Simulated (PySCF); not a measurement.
Input file:

```
{"job": {"kind": "nmr", "xc": "PBE0", "basis": "pcSseg-1"}, "charge": 0, "multiplicity": 1}
O      2.779887     2.024316     0.382180
C      2.088313     0.824341     0.108436
C      0.749761     1.166395    -0.550757
C     -0.077032    -0.069482    -0.698923
C     -1.070749    -0.472882     0.124526
B     -1.646390     0.183347     1.417409
O     -2.926409    -0.132188     1.738076
O     -0.971031     0.995181     2.286183
Si    -1.703687    -2.093690    -0.653113
Si     0.044908    -1.414954    -2.050462
H      3.669326     1.817750     0.685716
H      1.910022     0.262944     1.040560
H      2.669919     0.181317    -0.566408
H      0.953244     1.602849    -1.531171
H      0.242920     1.923927     0.053015
H     -3.230321     0.273425     2.551017
H     -0.073305     1.220272     2.048638
H     -1.565294    -3.271628     0.218165
H     -3.095584    -2.067026    -1.115069
H     -0.123701    -0.870252    -3.407127
H      1.366282    -2.067019    -2.081365
```

Run with:

```sh
OMP_NUM_THREADS=1 python probes_run.py task.json out
```

Geometry: GFN2-xTB.

The calculation used PBE0/pcSseg-1, SCF density, gas phase, non-relativistic (PySCF 2.14.0).

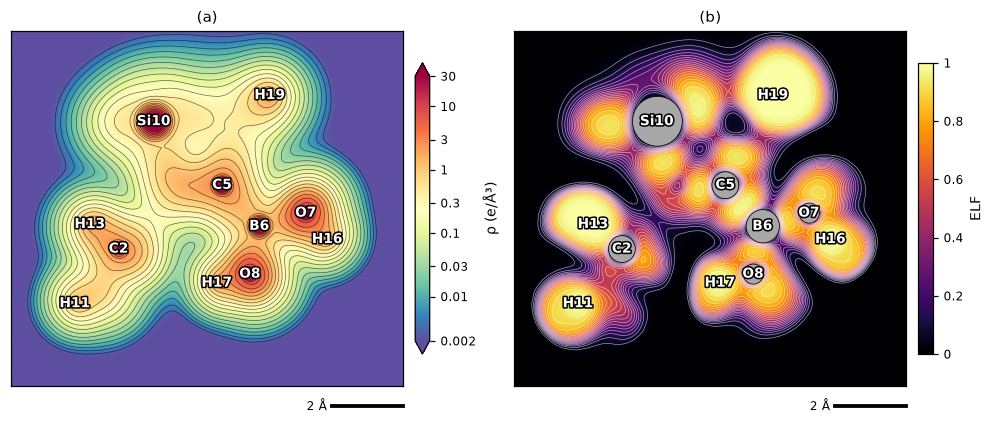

C₄H₁₁BO₃Si₂. (a) total electron density; (b) electron localisation function on the plane of atoms C5, B6 and O8. Grey discs cover the atomic cores in the ELF map.

**Read the bonding off the picture.**

- Atoms in the plane: C, B, O, Si and H.
- B–O (1.36 Å): ρ is about 2.2 e/Å³ halfway; the ELF peaks at about 0.90 between the atoms; a short, strongly polar bond.
- C–B (1.56 Å): ρ is about 1.4 e/Å³ halfway; the ELF peaks at about 1 between the atoms: localised, covalent bonding.
- O–H (0.96 Å): ρ at the midpoint is about 3.8 e/Å³; the ELF climbs to about 1 towards the hydrogen, as it does in any bond to H; a covalent bond by its length.
- The ELF also peaks beside O8 and O7, away from the bonds: lone-pair regions.
